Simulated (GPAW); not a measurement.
The O K edge of atom 4 in MnH4Br2O2 (C2/m), with 2 H at 0.99 Å and 1 Mn at 2.16 Å (distorted trigonal planar, site symmetry 2), was computed in 3 ways: full core hole (charged cell), half core hole and no core hole. Program and functional: GPAW, LDA + U, Gaussian full width 0.9 eV up to 4 eV, rising linearly to 3.5 eV at 25 eV; cells of 9 and 18 atoms (the run without a hole in the smaller).

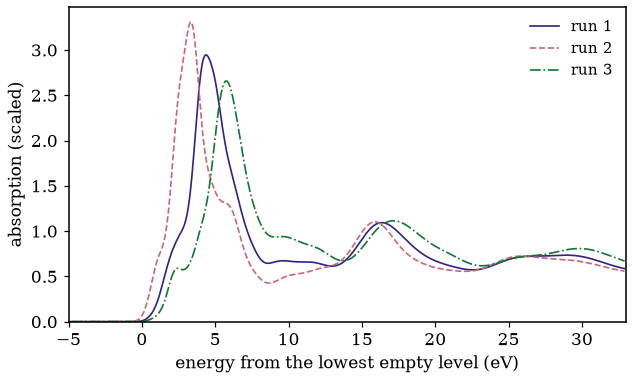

Each run is counted from its own lowest empty level or Fermi level and scaled to a mean of 1 over its first 20 eV.

**Question.** Which run is which?

Run 1: half core hole (area from −2 to 6 eV 8.3, main maxima 4.4 eV (2.95) and 16.4 eV (1.09)). Run 2: full core hole (charged cell) (area from −2 to 6 eV 9.9, main maxima 3.3 eV (3.31) and 15.9 eV (1.10)). Run 3: no core hole (area from −2 to 6 eV 5.5, main maxima 5.7 eV (2.66) and 17.1 eV (1.11)). With each curve scaled to its own mean, the area from −2 to 6 eV with the hole is 9.9 against 5.5, and the centre of weight from −1 to 20 eV moves by -1.7 eV, while the pattern of peaks shifts by -2.6 eV: the hole pulls the absorber's empty states down.

[Hosts, paths, dates, database ids (printed as entryN), source tags and the programs' standing remarks are cut or masked in the printed files.]

[Lists of maxima count a maximum above −3 eV only where it reaches 4 % of the highest in the window and stands out from its surroundings by 2 % of it (1.5 % where it reaches 55 %); shoulders and weaker maxima are passed over, and of the rest the first, up to two pre-edge ones and the few strongest are named.]
